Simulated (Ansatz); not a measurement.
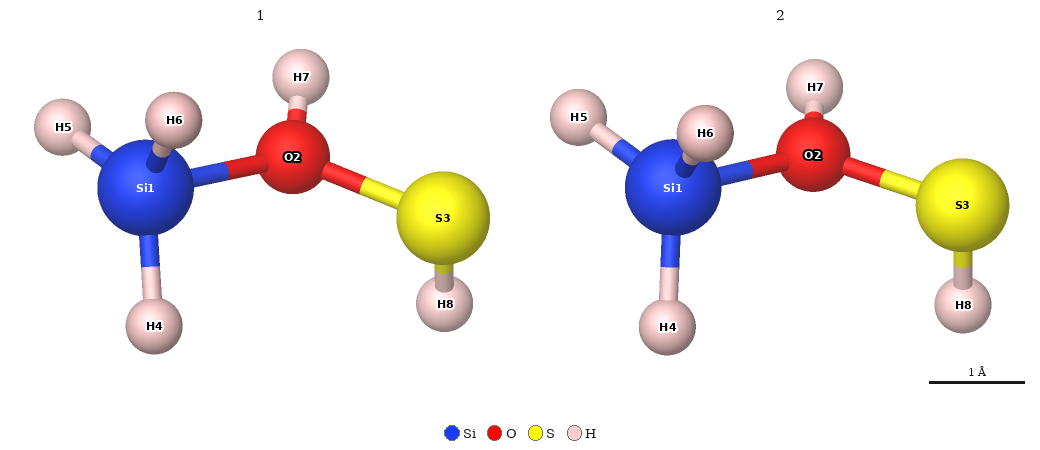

Two geometries of SiH5SO (charge +1), drawn at one scale. One is the start of a relaxation, the other its converged end. The picture is a ball-and-stick view, seen at a tilt.

Level of theory: RKS PBE0-D4/def2-TZVP in Ansatz. Settings: force threshold 0.005 eV/Å; at most 200 steps.

**Which one is relaxed?**

Structure 2 is the relaxed one. The energy falls by 0.092 eV in 8 accepted moves (10 points after the start). The largest force component goes from 1.1 to 0.0009 eV/Å. The line search rejected the trial steps at points 5, 9 of the run. The forces were under the threshold at step 8, but the run went on from there. The atom that moves furthest after the best rigid fit is H7 (0.23 Å). By element the largest moves are H 0.23 Å, S 0.14 Å, Si 0.10 Å, O 0.03 Å. Some distances before and after: Si1–O2 1.892 → 1.814 Å, O2–S3 1.758 → 1.726 Å, Si1–H4 1.455 → 1.469 Å. Among the angles between lasting bonds that change: O2–Si1–H5 92.8° → 99.1°, O2–Si1–H4 97.4° → 101.5°, S3–O2–H7 110.7° → 113.5°. The run took 32 s on 2 threads of Arm Neoverse V1 (shared host).
